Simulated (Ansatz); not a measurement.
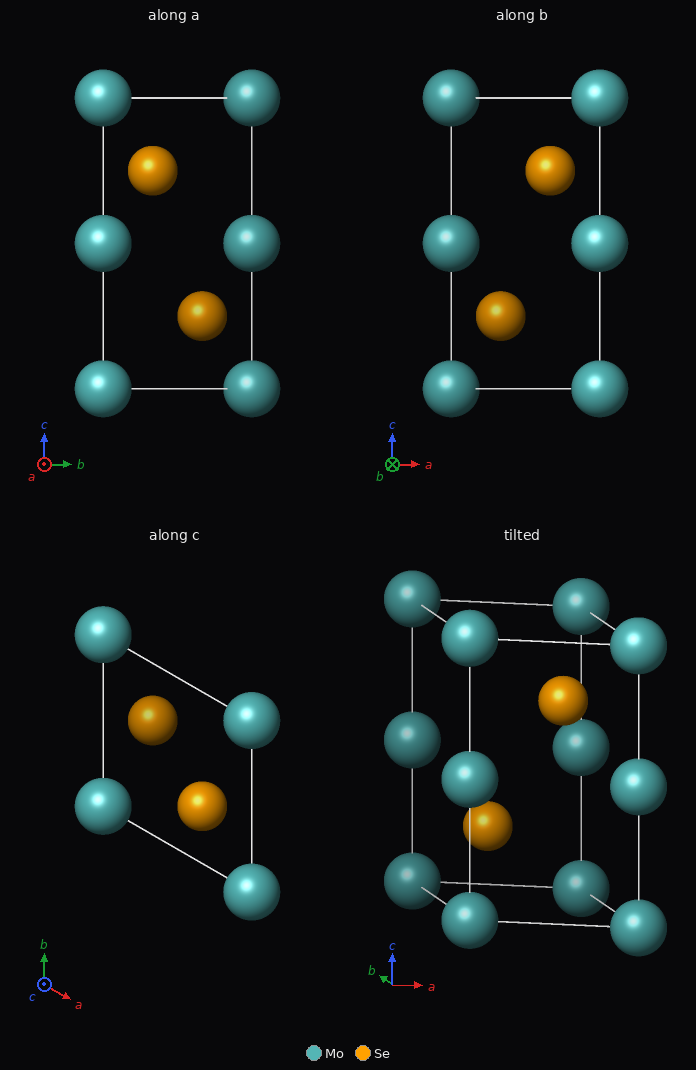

Shown here is a spheres-only view of the crystal, taken along the a axis, along the b axis, along the c axis and slightly off an axis. The wireframe shows the conventional unit cell.

Lattice parameters: a = 4.151 Å, b = 4.151 Å, c = 7.036 Å, α = 90.00°, β = 90.00°, γ = 120.00°.

Q: Give the structure in the form of a table of Wyckoff sites.

A: Space group P6_3/mmc (No. 194).
| atom | site | x | y | z |
| --- | --- | --- | --- | --- |
| Mo | 2a | 0.0000 | 0.0000 | 0.0000 |
| Se | 2c | 0.3333 | 0.6667 | 0.2500 |

The structure was taken from a structure type filled with these elements by a generator (whether the compound takes this form wasn't checked). Earlier steps of the study, as a rule a relaxation of our own, may have changed the cell and positions, so they can lie some per cent off the listed ones. It was run through Ansatz as a DFT input.

At this level of theory the run's own cell isn't at rest (stretched, at -5 GPa), so its distances can differ from those at equilibrium, the more so the softer the solid.
